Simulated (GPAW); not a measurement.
# Polarising NbSi2As4 monolayer with a field along the normal

The dipole of the cell at several fields, atoms fixed. What does the strongest field give, and what length does the slope stand for?

How it was computed: GPAW 26.7.0, plane waves (400 eV), PAW setups, PBE, 9×9 mesh, a dipole layer in the vacuum; geometry relaxed without an applied field with GPAW. The cell's area is 11.73 Å², and e/ε0 = 180.95 V Å.

What came out, but for one run:

| field (V/Å) | dipole (e Å) |
| --- | --- |
| −0.2 | −0.1578 |
| −0.1 | −0.0789 |
| −0.05 | −0.0395 |
| 0.05 | 0.0395 |
| 0.1 | 0.0789 |
| 0.2 | 0.1578 |
| 0.3 | ? |

Q: What is the dipole at 0.3 V/Å?

A: A line through the 6 points has the slope α = 0.789 e Å per V/Å and the intercept p₀ = 0.0000 e Å (r.m.s. residual 2.8e−05). At 0.3 V/Å it gives p = 0.0000 + 0.789 × 0.3 = 0.2367 e Å; the run gives 0.2368 e Å, so the response stays linear to 0.0 % of the induced part. Dividing by ε0 and the area: α/(ε0 A) = 0.789 × 180.95 / 11.73 = 12.17 Å, against 10.03 Å between the outer nuclei.

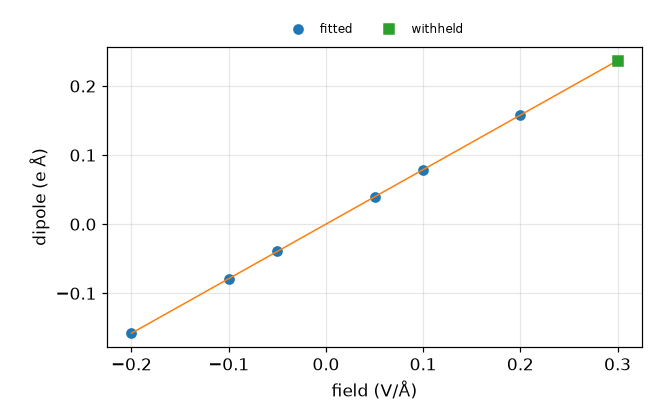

The line and the withheld run.

Caveats: This is the electronic response alone; ions that move would add to it in polar layers. Spin-polarised runs started from parallel moments; another order may lie lower.
